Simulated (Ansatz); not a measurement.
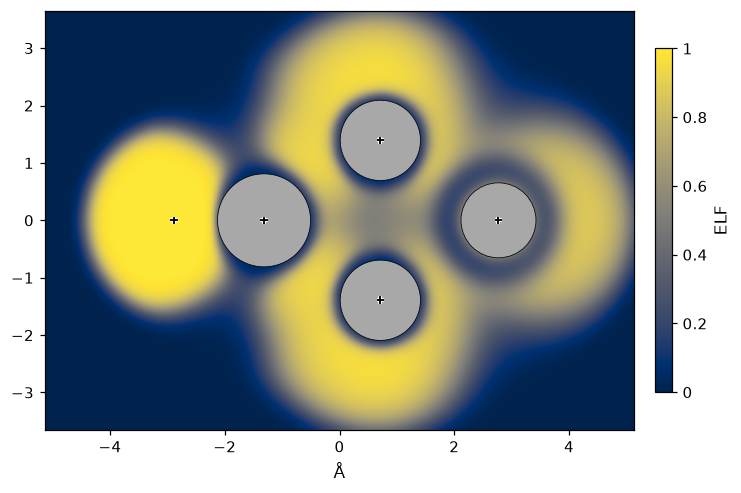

The ELF on a plane through atoms (crosses mark nuclei in the plane; grey discs cover the cores).

Theory: Ansatz, isolated molecule in a Gaussian basis; Kohn-Sham density functional theory, functional PBE0.

Candidates:
A. FH$_{3}$NSn (charge +1)
B. H$_{7}$SbSi$_{2}$
C. AlHSbSi$_{2}$ (charge +1)

Which system is this?

Answer. Candidate C: AlHSbSi$_{2}$ on the molecular plane, which holds Al, Sb, Si and H. Al–Si (2.46 Å): the ELF peaks at about 0.90 between the atoms, as expected for a covalent bond. Si–Sb (2.49 Å): the ELF peaks at about 0.80 in the valence shell of Si, 1.1 Å from its nucleus, and drops to about 0.20 between the two atoms.
